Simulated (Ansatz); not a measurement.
C$_{2}$H$_{6}$AlBrClF: molecular dynamics (part 3 of 3)

Continued. System: C$_{2}$H$_{6}$AlBrClF. Method: RHF/def2-SVP (Ansatz 0.2.0). It belongs to a series of runs on one base structure; here: dynamics from the highest image of the converged band.

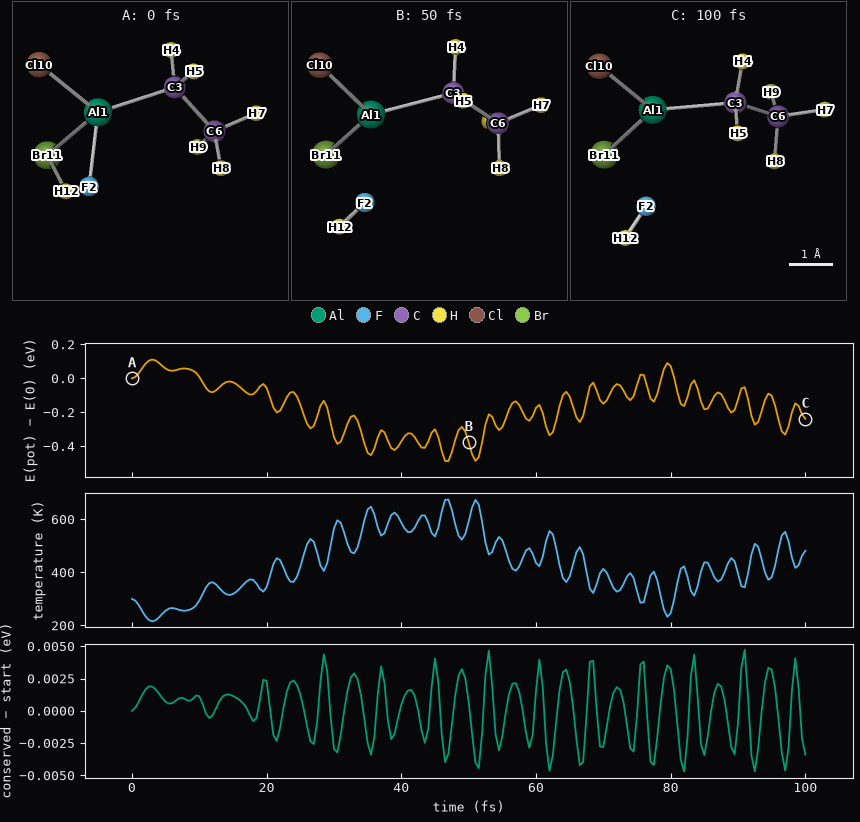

Figure 1. Frames of the molecular dynamics (ball-and-stick, seen at a tilt) above the curves, on which the letters mark them. The trajectory kept here has 201 frames over 100 fs. The temperature starts at 300 K, ranges from 216 to 675 K and averages 424 K over the second half. The potential energy ends 0.238 eV below its first value. The conserved quantity stays within 0.0094 eV. After an unweighted best fit of the last frame on the first, the root-mean-square displacement is 0.99 Å, and H12 has moved furthest (1.94 Å).

```
Total energy: -93933.27280434 eV, -3451.9841053006 hartree
Atom 0 at     0.114042    -0.719890    -0.164987 Å, force    -0.613129     0.660275    -0.457471 eV/Å
Atom 1 at    -0.829753     1.266530     1.522605 Å, force     0.405239    -0.071161    -0.691418 eV/Å
Atom 2 at     1.522106     0.529433    -0.843560 Å, force    -0.324735    -0.149418     0.748285 eV/Å
Atom 3 at     1.391255     0.647154    -1.924450 Å, force     0.130001    -0.261672     0.031390 eV/Å
Atom 4 at     1.122688     1.485801    -0.427625 Å, force     0.582437    -0.430350    -0.148513 eV/Å
Atom 5 at     2.982232     0.242498    -0.414359 Å, force     0.230068     2.629516     0.006919 eV/Å
Atom 6 at     3.757425     0.950862    -0.866387 Å, force    -1.235905    -0.815621     0.489613 eV/Å
Atom 7 at     3.074390     0.355199     0.674150 Å, force     0.054870    -0.138612    -0.204761 eV/Å
Atom 8 at     3.289857    -0.732222    -0.670132 Å, force     0.375181    -1.411224    -0.363907 eV/Å
Atom 9 at    -1.722289    -0.579190    -1.288486 Å, force     0.475204    -0.203893     0.327986 eV/Å
Atom 10 at     0.067598    -2.252008     1.542288 Å, force     0.209996     0.285243    -0.316360 eV/Å
Atom 11 at    -1.202312     1.241542     2.336983 Å, force    -0.289227    -0.093084     0.578237 eV/Å
Dipole moment:     0.238781     0.355248     0.425948 e Å
```

Trajectory as extended XYZ (Å, eV, eV/Å), 9 of the 201 frames kept, from step=0 to step=200:
```
12
Properties=species:S:1:pos:R:3:forces:R:3 step=0 time_fs=0.0 energy=-93933.03466 temperature=300.0
Al   -0.0758   -0.2922   -0.2230    0.0003  -0.0001  -0.0005
F    -0.4312    0.4963    1.3461    0.0027  -0.0008   0.0000
C     1.6646    0.0977   -1.0046    0.0007  -0.0059   0.0096
H     1.9482   -0.7689   -1.6135    0.0002   0.0033   0.0004
H     1.5213    0.9122   -1.7245   -0.0006   0.0037   0.0003
C     2.8012    0.4501   -0.0336   -0.0009  -0.0025  -0.0095
H     3.7351    0.6415   -0.5665    0.0006   0.0016   0.0019
H     2.5713    1.3450    0.5491   -0.0006  -0.0006   0.0012
H     2.9925   -0.3586    0.6749   -0.0013  -0.0011  -0.0018
Cl   -1.8485   -0.5421   -1.3279    0.0004  -0.0010  -0.0010
Br    0.0855   -2.1611    1.5872    0.0017   0.0030   0.0018
H    -0.2817   -0.5980    1.8922   -0.0032   0.0005  -0.0023
12
Properties=species:S:1:pos:R:3:forces:R:3 step=25 time_fs=12.5 energy=-93933.10496 temperature=354.5
Al   -0.0676   -0.2701   -0.2264    0.0410  -1.8351   0.4035
F    -0.4850    0.5437    1.3889    0.0445   0.3964   0.8962
C     1.6405    0.1341   -1.0200    0.4980   0.1463   0.1053
H     1.8557   -0.7436   -1.6495    0.0408   0.0803   0.1662
H     1.4538    0.9263   -1.7474    0.1709   0.3121  -0.0209
C     2.8507    0.4409   -0.0937   -0.8386  -2.0318   1.1746
H     3.7211    0.7395   -0.6206    0.8540   0.4322  -0.7982
H     2.6306    1.2165    0.6500    0.0136  -0.1713  -0.0947
H     3.1496   -0.5216    0.4599   -0.5516   1.5778  -0.6303
Cl   -1.8223   -0.5542   -1.3374   -0.1165   0.2118  -0.0165
Br    0.0800   -2.1816    1.5951    0.1103   0.5243  -0.6610
H    -0.3214   -0.1992    2.0098   -0.2664   0.3571  -0.5241
12
Properties=species:S:1:pos:R:3:forces:R:3 step=50 time_fs=25.0 energy=-93933.18887 temperature=420.3
Al   -0.0541   -0.3396   -0.2106    0.3291  -0.9810   1.1067
F    -0.5449    0.6581    1.4593   -0.0528  -1.7835   1.8277
C     1.6483    0.2035   -1.0250   -0.6182  -0.5425  -0.0981
H     1.8217   -0.6725   -1.6701   -0.0040   0.2482  -0.2274
H     1.5561    1.0706   -1.6898   -0.3704  -0.2009   0.0071
C     2.8748    0.4028   -0.1672    0.5628  -0.2589   1.1835
H     3.6405    0.8653   -0.7887    0.4288  -0.2299   0.2414
H     2.6803    1.0904    0.6667    0.0977   0.0105  -0.1617
H     3.2573   -0.5389    0.3127   -0.3080   0.8443  -0.7006
Cl   -1.8010   -0.5583   -1.3475   -0.1775   0.1225  -0.0019
Br    0.0765   -2.1926    1.5905    0.0012   0.9136  -0.8871
H    -0.5499   -0.0486    2.1765    0.1113   1.8575  -2.2897
12
Properties=species:S:1:pos:R:3:forces:R:3 step=75 time_fs=37.5 energy=-93933.35219 temperature=547.3
Al   -0.0228   -0.4740   -0.1461    0.2525  -0.6099   0.0027
F    -0.6088    0.7872    1.5244    0.6792   2.9773  -3.3886
C     1.6132    0.2311   -1.0351    0.1016   0.4150   0.2201
H     1.8012   -0.4536   -1.8772   -0.0319  -0.0505   0.2334
H     1.2864    1.1580   -1.5540    0.3187  -0.2176   0.4586
C     2.9286    0.4008   -0.2049    0.0595   1.2604  -1.2939
H     3.8016    0.8283   -0.7819   -1.2045  -0.2147   0.3317
H     2.8071    1.0250    0.6876   -0.0903  -0.1260  -0.1325
H     3.2690   -0.5579    0.0870    0.3005  -1.1537   0.6738
Cl   -1.7851   -0.5563   -1.3557    0.2813   0.0853   0.4161
Br    0.0734   -2.1874    1.5686   -0.0324   0.7475  -0.7432
H    -0.7253    0.1454    2.0868   -0.6341  -3.1130   3.2219
12
Properties=species:S:1:pos:R:3:forces:R:3 step=100 time_fs=50.0 energy=-93933.41060 temperature=591.4
Al    0.0199   -0.6296   -0.0810   -0.2534   1.1701  -1.5295
F    -0.6663    0.8983    1.5484   -0.5754  -1.8762   2.3057
C     1.5814    0.2582   -0.9819   -0.5663  -0.0506   0.6183
H     1.6998   -0.2291   -1.9565   -0.1097   0.0304   0.0212
H     1.2018    1.2737   -1.1859    0.0837  -0.2485  -0.1648
C     2.9329    0.3718   -0.2721   -0.2498   1.5416  -0.6360
H     3.6836    0.8666   -0.9275   -0.3839  -0.3379   0.4804
H     2.8332    0.9712    0.6325    0.0827   0.1862   0.0502
H     3.3154   -0.5586    0.0431    0.5861  -1.3926   0.2312
Cl   -1.7579   -0.5518   -1.3470    0.6201  -0.1093   0.6834
Br    0.0696   -2.1703    1.5352    0.0385  -0.5631   0.5727
H    -0.8876    0.4011    2.3533    0.7273   1.6500  -2.6329
12
Properties=species:S:1:pos:R:3:forces:R:3 step=125 time_fs=62.5 energy=-93933.35338 temperature=543.9
Al    0.0489   -0.7272   -0.0949   -0.7620   1.6449  -1.3756
F    -0.7166    0.9823    1.5595   -0.1535  -0.0254   0.6189
C     1.4971    0.2750   -0.8727    0.5481   0.1676  -0.1622
H     1.5039   -0.0602   -1.9185    0.1017  -0.0969   0.0232
H     1.1407    1.3041   -0.9506   -0.2915   0.1207  -0.0106
C     2.9251    0.3478   -0.3237   -0.1347  -1.1886   0.7155
H     3.5594    0.8292   -1.0296    0.7259   0.4841  -0.6795
H     2.9650    0.9415    0.5883   -0.0314  -0.0370   0.1737
H     3.3908   -0.6419   -0.0947   -0.4981   0.6552  -0.1801
Cl   -1.7070   -0.5514   -1.3116    0.1449  -0.1976   0.2585
Br    0.0665   -2.1632    1.5120    0.0899  -1.4940   1.4642
H    -0.9905    0.8877    2.4329    0.2607  -0.0329  -0.8460
12
Properties=species:S:1:pos:R:3:forces:R:3 step=150 time_fs=75.0 energy=-93933.07388 temperature=330.1
Al    0.0430   -0.7462   -0.1717    0.4905   0.0955   1.1158
F    -0.7609    1.0708    1.5608    1.3465  -0.3956  -3.7464
C     1.4595    0.3238   -0.7899    0.5445   0.1786  -0.9208
H     1.4063    0.0588   -1.8567    0.0968   0.1279  -0.0812
H     0.9396    1.2842   -0.7558    0.4324   0.5099   0.0332
C     2.9291    0.3310   -0.3682   -0.3395  -2.1767   1.0165
H     3.5651    0.8162   -1.0676    0.5403   0.6132  -0.7815
H     3.0976    0.7952    0.6076   -0.1041  -0.1315  -0.0197
H     3.2829   -0.7564   -0.3050   -0.2826   1.6028   0.0557
Cl   -1.6547   -0.5582   -1.2684   -1.5009  -0.0102  -0.9446
Br    0.0650   -2.1812    1.5133    0.0621  -0.8026   0.6660
H    -1.0474    1.1880    2.3612   -1.2858   0.3886   3.6069
12
Properties=species:S:1:pos:R:3:forces:R:3 step=175 time_fs=87.5 energy=-93933.12726 temperature=373.1
Al    0.0585   -0.7463   -0.1981    0.8351   0.5329   1.2550
F    -0.7967    1.1662    1.5417   -1.3545   0.6351   3.4554
C     1.4770    0.4244   -0.8037    0.3089   0.3686  -0.1380
H     1.4127    0.3571   -1.8990   -0.0546   0.0526   0.0561
H     1.2271    1.4759   -0.5664   -0.4764  -0.4736  -0.1590
C     2.9324    0.2809   -0.3928    1.0330   0.1327  -0.0115
H     3.5319    0.9352   -1.0663   -0.0428  -0.5456   0.6346
H     3.1018    0.6182    0.6441   -0.0934  -0.0842  -0.3770
H     3.3416   -0.7440   -0.4460   -0.2340   0.3714  -0.1665
Cl   -1.6603   -0.5667   -1.2608   -1.5111  -0.0958  -0.9452
Br    0.0649   -2.2149    1.5276    0.1522  -0.1747  -0.0186
H    -1.1569    1.3172    2.4384    1.4375  -0.7195  -3.5854
12
Properties=species:S:1:pos:R:3:forces:R:3 step=200 time_fs=100.0 energy=-93933.27280 temperature=481.6
Al    0.1140   -0.7199   -0.1650   -0.6131   0.6603  -0.4575
F    -0.8298    1.2665    1.5226    0.4052  -0.0712  -0.6914
C     1.5221    0.5294   -0.8436   -0.3247  -0.1494   0.7483
H     1.3913    0.6472   -1.9244    0.1300  -0.2617   0.0314
H     1.1227    1.4858   -0.4276    0.5824  -0.4304  -0.1485
C     2.9822    0.2425   -0.4144    0.2301   2.6295   0.0069
H     3.7574    0.9509   -0.8664   -1.2359  -0.8156   0.4896
H     3.0744    0.3552    0.6742    0.0549  -0.1386  -0.2048
H     3.2899   -0.7322   -0.6701    0.3752  -1.4112  -0.3639
Cl   -1.7223   -0.5792   -1.2885    0.4752  -0.2039   0.3280
Br    0.0676   -2.2520    1.5423    0.2100   0.2852  -0.3164
H    -1.2023    1.2415    2.3370   -0.2892  -0.0931   0.5782
```

The run was set up as follows.

The input:
```yaml
crystal:
  periodic: [false, false, false]
  atoms:
    - { symbol: Al, position_ang: [-0.075792, -0.29221, -0.223009] }
    - { symbol: F, position_ang: [-0.431238, 0.496279, 1.346057] }
    - { symbol: C, position_ang: [1.664622, 0.097654, -1.004591] }
    - { symbol: H, position_ang: [1.948151, -0.768855, -1.613522] }
    - { symbol: H, position_ang: [1.52129, 0.912156, -1.724524] }
    - { symbol: C, position_ang: [2.801202, 0.450127, -0.033629] }
    - { symbol: H, position_ang: [3.73507, 0.64151, -0.566454] }
    - { symbol: H, position_ang: [2.571281, 1.34498, 0.549053] }
    - { symbol: H, position_ang: [2.99253, -0.358613, 0.674865] }
    - { symbol: Cl, position_ang: [-1.848531, -0.542052, -1.327855] }
    - { symbol: Br, position_ang: [0.085457, -2.161059, 1.587175] }
    - { symbol: H, position_ang: [-0.281741, -0.598015, 1.892234] }
basis:
  gaussian: { orbitals: def2-SVP }
hamiltonian:
  xc: hf
md:
  timestep: 0.5
  n_steps: 200
  ensemble: nve
  temperature: 300.0
  initial_velocities: maxwell_boltzmann
  seed: 5032
```

Launched with:
```bash
ansatz run input.yaml --threads 4 --pin off --max-ram 5120MiB --backend cpu --events-out ev --progress --plain --runs-dir out
```

Results in brief:

```json
{"quantity": "outcome", "value": "finished"}
{"quantity": "mean temperature over the second half", "value": "424 K"}
{"quantity": "trajectory", "value": "200 steps, 100 fs"}
{"quantity": "ensemble", "value": "nve"}
{"quantity": "temperature in the input", "value": "300.0 K"}
{"quantity": "time step", "value": "0.5 fs"}
{"quantity": "potential energy (last step)", "value": "−93933.2728 eV"}
{"quantity": "mean-field energy (last step)", "value": "−93933.2728 eV"}
{"quantity": "largest force (length of the vector) (last step)", "value": "2.640 eV/Å"}
{"quantity": "hardware", "value": "4 threads of Intel Xeon (Granite Rapids), 32 GiB of memory available, shared host"}
{"quantity": "wall time", "value": "3.6 min (CPU time 13 min)"}
{"quantity": "peak memory", "value": "0.41 GiB"}
```

Notes:

So short a trajectory is not equilibrated.
